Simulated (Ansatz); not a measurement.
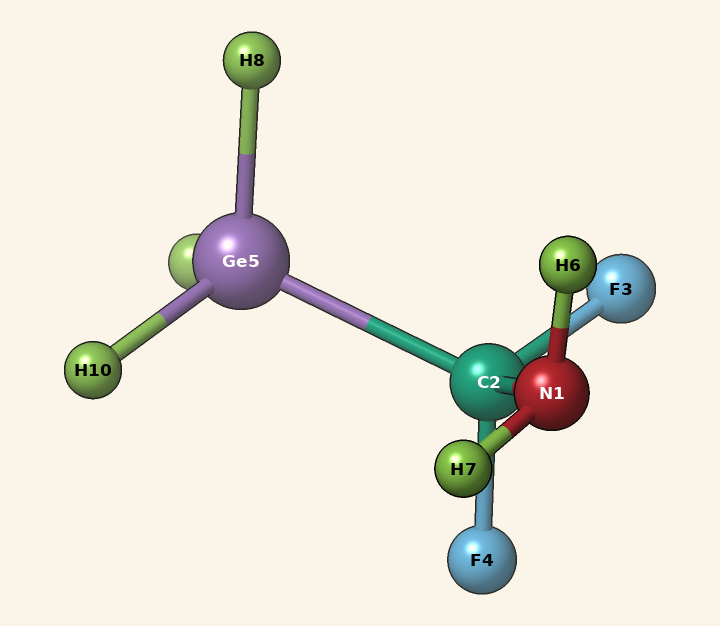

C2 lies behind N1. The molecule seen a little off the N1–C2 bond, N1 in front. Distant atoms are faded towards the background colour. The geometry was computed by an optimisation with PBE0-D4/def2-TZVP. No frequency run is at hand to confirm it as a minimum.

Q: What is the torsion angle H6–N1–C2–Ge5? The sign is positive where the front bond must turn clockwise to cover the back bond.

A: −61°, synclinal (gauche).
